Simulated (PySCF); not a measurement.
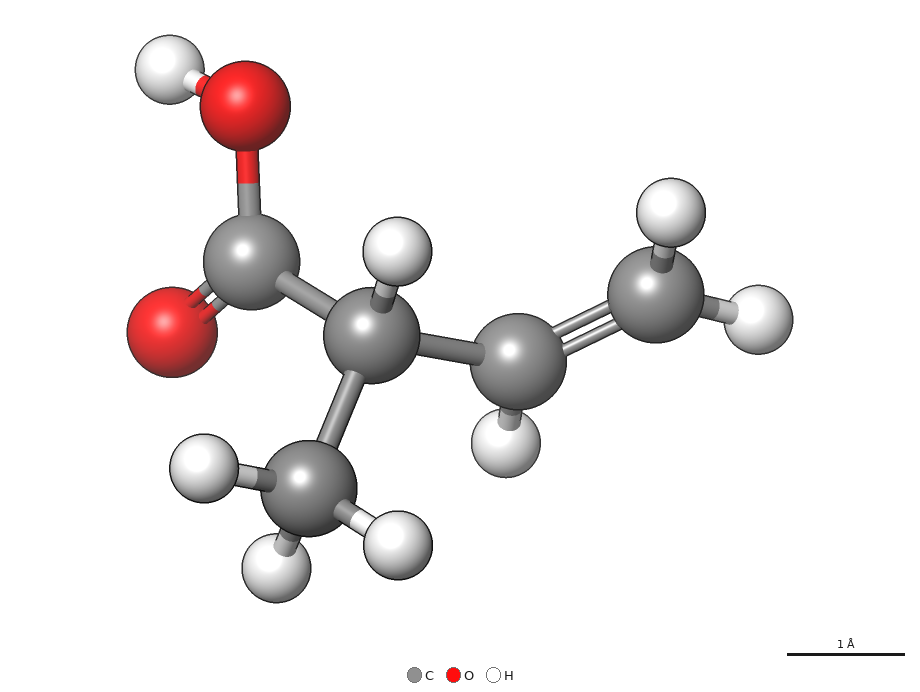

The picture shows a molecular structure as a ball-and-stick model. Double and triple bonds are drawn as two and three sticks.

The computed structure is the end point of a PBE0-D3(BJ)/def2-SVP optimisation. No frequency run is at hand to confirm it as a minimum.

What does the picture show?

The molecule is C₅H₈O₂. As SMILES it reads `C=C[C@H](C)C(=O)O`. It has no ring. Among its groups: carboxylic acid, alkene. This geometry has C1 symmetry. Coordination: 3 C trigonal planar; 2 C tetrahedral; 1 O bent.

The parts below concern this one geometry. Atoms keep their numbers from picture to picture.

## Core levels

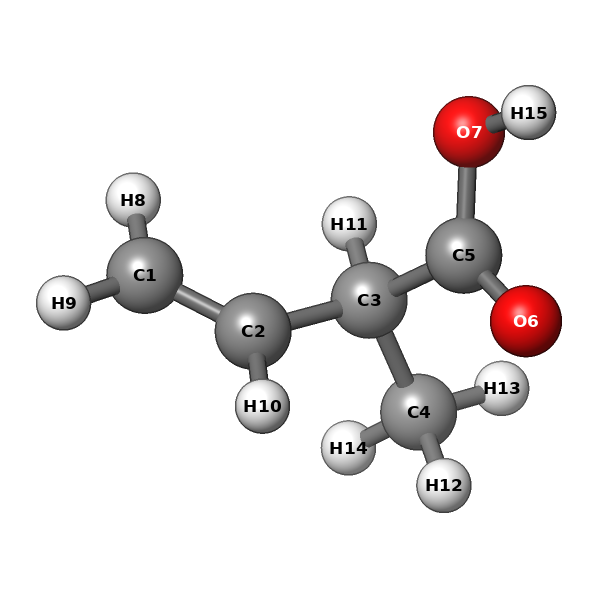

No frequency run is at hand to confirm it as a minimum. Properties computed with delta-SCF UKS SCAN, pcX-2 on the ionised atom, pcseg-1 elsewhere, spin-free X2C (PySCF 2.14.0).

Give the core-electron binding energies (to vacuum) of C1 1s, C2 1s, C3 1s, C4 1s, C5 1s, O6 1s, O7 1s.

| atom | level | binding energy (eV) |
| --- | --- | --- |
| C1 | 1s | 290.4 |
| C2 | 1s | 290.8 |
| C3 | 1s | 291.3 |
| C4 | 1s | 290.8 |
| C5 | 1s | 294.7 |
| O6 | 1s | 537.8 |
| O7 | 1s | 540.0 |

## Charges

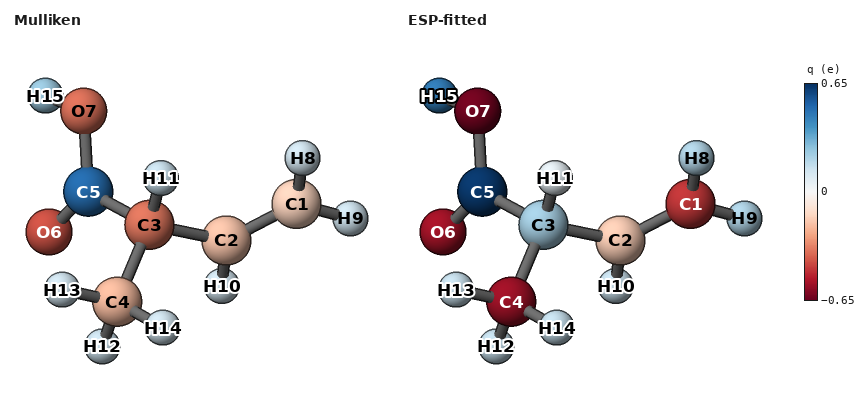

Atomic charges of one calculation by 2 schemes, on one colour scale. No frequency run is at hand to confirm it as a minimum. Computed with PBE0/pcSseg-1 (PySCF 2.14.0).

Which scheme gives the most polar picture (largest mean size of the charges)?

The ESP-fitted charges are the largest in size here.

On which atom do the schemes disagree most?

On C3 (from −0.34 to 0.22 e).

List the charges (e), one line for each set of equivalent atoms.

```csv
atom,Mulliken,ESP-fitted
C1,−0.14,−0.46
C2,−0.18,−0.16
C3,−0.34,0.22
C4,−0.20,−0.55
C5,0.50,0.62
O6,−0.41,−0.54
O7,−0.35,−0.62
H8,0.12,0.19
H9,0.13,0.20
H10,0.12,0.15
H11,0.14,0.06
H12,0.13,0.15
H13,0.12,0.14
H14,0.13,0.15
H15,0.24,0.45
```

## Polarisability

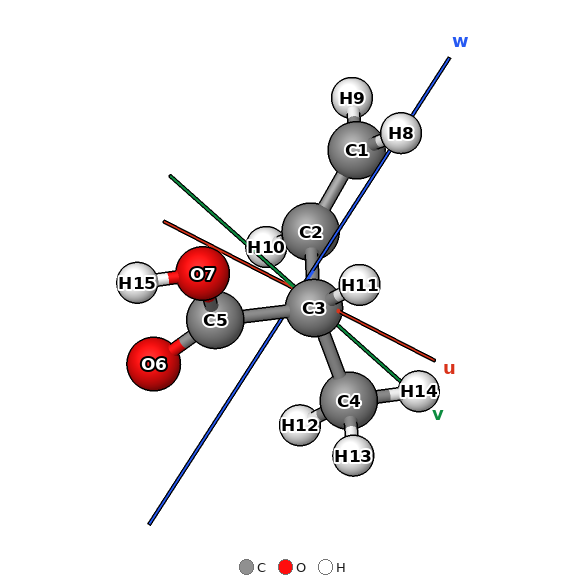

The lines u, v and w are the principal axes of the static dipole polarisability. No frequency run is at hand to confirm it as a minimum. Method: CAM-B3LYP/def2-SVPD (PySCF 2.14.0).

Along which axis is the molecule most polarisable, and along which least?

Most along w (close to the long direction C1···O6), least along u.

Give the three principal values.

u 58.9, v 65.6, w 81.7 bohr³; mean 68.7, anisotropy 20.4 bohr³.

Mulliken values depend strongly on the basis set and can even reverse the polarity of a bond.
